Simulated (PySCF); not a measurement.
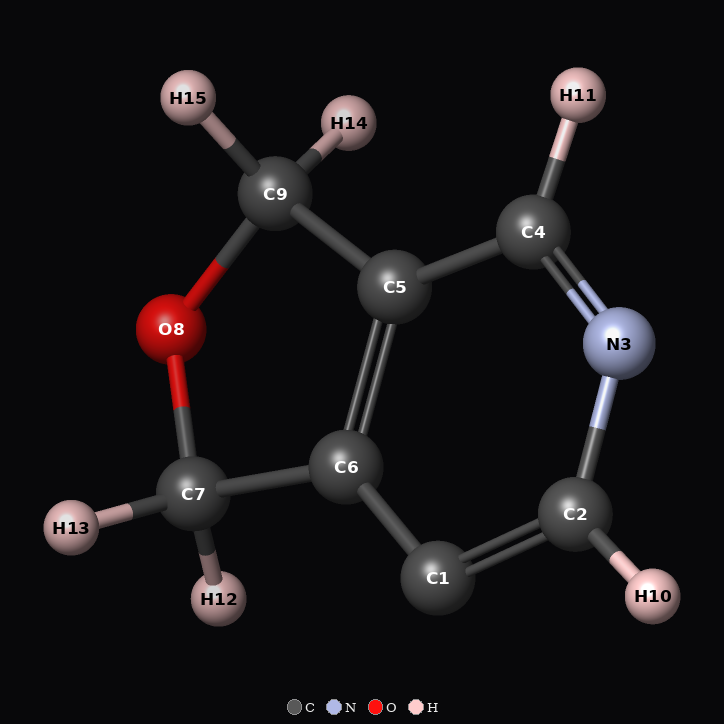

Charge 0, doublet. The computed structure is the end point of a GFN2-xTB optimisation. No frequency run is at hand to confirm it as a minimum. Level of theory: UKS B3LYP, pcH-1 on C H N O, non-relativistic (PySCF 2.14.0). Fermi-contact and spin-dipolar terms alone, no spin-orbit part.

Question: Which nucleus has the largest dipolar (anisotropic) hyperfine coupling?

Answer: 13C at C1: principal values −75.7, −59.8, 135.6 MHz.

List the isotropic and dipolar parts for the most strongly coupled nuclei, one of each equivalent set.

| atom | isotope | a_iso (MHz) | dipolar part (MHz) |
| --- | --- | --- | --- |
| C1 | 13C | 380.0 | −75.7, −59.8, 135.6 |
| C2 | 13C | 13.0 | −14.0, −2.6, 16.6 |
| C6 | 13C | 14.2 | −13.7, −2.6, 16.3 |
| C5 | 13C | 19.8 | −8.0, −4.3, 12.2 |
| H10 | 1H | 15.9 | −6.7, −4.5, 11.1 |
| N3 | 14N | −1.0 | −6.4, −3.7, 10.1 |
| C4 | 13C | −5.1 | −6.7, 2.8, 4.0 |
| C7 | 13C | 17.1 | −3.1, −2.8, 5.9 |
